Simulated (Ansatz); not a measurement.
# Ge2H5Cl: frequency calculation

The run: frequency calculation of Ge2H5Cl. Method and program: RKS BHLYP-D4/def2-SVP (Ansatz 0.2.0).

It belongs to a series of runs on one base structure; here: vibrations at the highest image of the band. Figures and captions count atoms from 1; the log counts them from 0 in places.

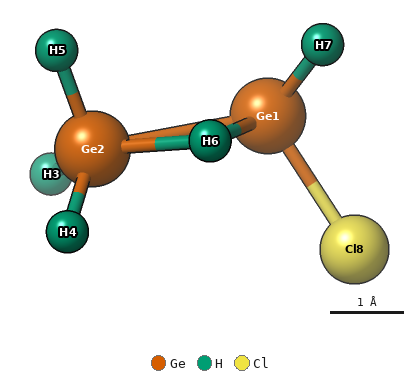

**Figure 1.** The input geometry (ball-and-stick view, seen at a tilt; atoms are numbered from 1 in the order of the input). Sticks mark near contacts. Bond lengths as drawn: Cl–Ge 2.20 Å, Ge–Ge 2.51 Å and Ge–H 1.53 to 1.90 Å.

Results in brief

- outcome: converged
- total energy: −125620.4951 eV
- mean-field energy: −125620.2398 eV
- largest force (length of the vector): 0.031 eV/Å
- hardware: 2 threads of Arm Neoverse V2, 24 GiB of memory available, shared host
- wall time: 80 s (CPU time 2.5 min)
- peak memory: 0.27 GiB

The input
```yaml
crystal:
  periodic: [false, false, false]
  atoms:
    - { symbol: Ge, position_ang: [-0.377038, 0.164865, 0.249966] }
    - { symbol: Ge, position_ang: [1.173477, -0.036325, 2.21769] }
    - { symbol: H, position_ang: [0.227611, -0.467613, 3.345459] }
    - { symbol: H, position_ang: [2.316837, -1.049186, 2.149717] }
    - { symbol: H, position_ang: [1.651733, 1.399408, 2.406939] }
    - { symbol: H, position_ang: [1.337015, 0.034257, 0.328614] }
    - { symbol: H, position_ang: [-0.003524, 1.167897, -0.861026] }
    - { symbol: Cl, position_ang: [-0.644213, -1.760004, -0.774761] }
basis:
  gaussian: { orbitals: def2-SVP }
hamiltonian:
  xc: { name: BHLYP }
  dispersion: d4
phonons: {}
```

Command:
```bash
ansatz run input.yaml --threads 2 --pin off --max-ram 3072MiB --backend cpu --events-out ev --progress --plain --runs-dir out
```

Log
```
Engine: ansatz 0.2.0, aarch64-unknown-linux-gnu
Functional definition: BHLYP
  parameter a = 0.5
  exchange = (1 - a)*b88_x + a*exact_x
  correlation = lyp_c
1123 factors; integrals over basis functions are off by at most 4.8e-4 eV
mean field evaluation 1: about -125619.6837 eV, gradient 1.7e1 eV
mean field evaluation 2: about -125619.8968 eV, gradient 1.4e1 eV
mean field evaluation 4: about -125620.2240 eV, gradient 5.0e-1 eV
mean field evaluation 8: about -125620.2396 eV, gradient 9.8e-3 eV
mean field -125620.23963116 eV, -4616.4586579886 hartree, gradient 4.4e-5 eV, S^2 0.000000; 0 other end points of the search recorded, 0 dependent functions left out
the calculation of the forces begins
reference -125620.23981064 eV, -4616.4586645843 hartree; 43, 43 occupied and 64, 64 virtual orbitals, 1123 factors
these checks for a lower state are left out or cut short: stability, starts, cluster_reference, orbital_swaps, neighbouring_geometries, increment
1123 factors; integrals over basis functions are off by at most 4.8e-4 eV
mean field evaluation 16: about -125620.2245 eV, gradient 1.9e-1 eV
mean field -125620.23976403 eV, -4616.4586628715 hartree, gradient 1.5e-6 eV, S^2 0.000000; 0 other end points of the search recorded, 0 dependent functions left out
[... from here on the field's lines of each further geometry are left out, up to the last ...]
the calculation of the forces begins
reference -125620.23974373 eV, -4616.4586621253 hartree; 43, 43 occupied and 64, 64 virtual orbitals, 1123 factors
these checks for a lower state are left out or cut short: stability, starts, cluster_reference, orbital_swaps, neighbouring_geometries, increment
1123 factors; integrals over basis functions are off by at most 4.8e-4 eV
mean field -125620.23967422 eV, -4616.4586595709 hartree, gradient 1.7e-6 eV, S^2 0.000000; 0 other end points of the search recorded, 0 dependent functions left out
the calculation of the forces begins
reference -125620.23985368 eV, -4616.4586661660 hartree; 43, 43 occupied and 64, 64 virtual orbitals, 1123 factors
WARN: phonons: modes at or below zero, which the zero-point energy, F, S and C_V leave out: 1, the lowest at -569.25 cm⁻¹. A minimum has none, and a first-order saddle one
Total energy: -125620.49505387 eV, -4616.4680446000 hartree
Atom 0 at    -0.377038     0.164865     0.249966 Å, force     0.025403     0.017664     0.001718 eV/Å
Atom 1 at     1.173477    -0.036325     2.217690 Å, force    -0.001411     0.000248     0.006806 eV/Å
Atom 2 at     0.227611    -0.467613     3.345459 Å, force    -0.007206    -0.006793    -0.000027 eV/Å
Atom 3 at     2.316837    -1.049186     2.149717 Å, force     0.001553     0.004152    -0.001897 eV/Å
Atom 4 at     1.651733     1.399408     2.406939 Å, force    -0.001477     0.001604     0.005391 eV/Å
Atom 5 at     1.337015     0.034257     0.328614 Å, force     0.000305    -0.004568    -0.012841 eV/Å
Atom 6 at    -0.003524     1.167897    -0.861026 Å, force    -0.010634    -0.004954    -0.001421 eV/Å
Atom 7 at    -0.644213    -1.760004    -0.774761 Å, force    -0.006533    -0.007353     0.002272 eV/Å
Dipole moment:     0.252719     0.360933     0.443368 e Å
Vibrations: -569.25 73.32 120.42 260.91 407.86 477.56 615.72 706.26 771.88 833.25 890.12 923.71 994.91 1556.81 2135.33 2176.59 2217.67 2244.10 cm⁻¹, zero-point energy 1.079060 eV
```

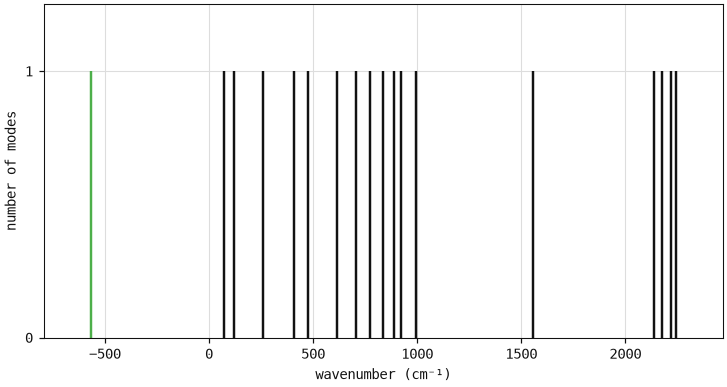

**Figure 2.** Harmonic vibrational wavenumbers from the force constants; neighbouring modes closer than 13 cm⁻¹ are counted in one stick, and imaginary ones are drawn at negative wavenumbers. 18 modes from 569i to 2244 cm⁻¹, 1 imaginary beyond 8i (569i cm⁻¹): a first-order saddle point, if the geometry is stationary.
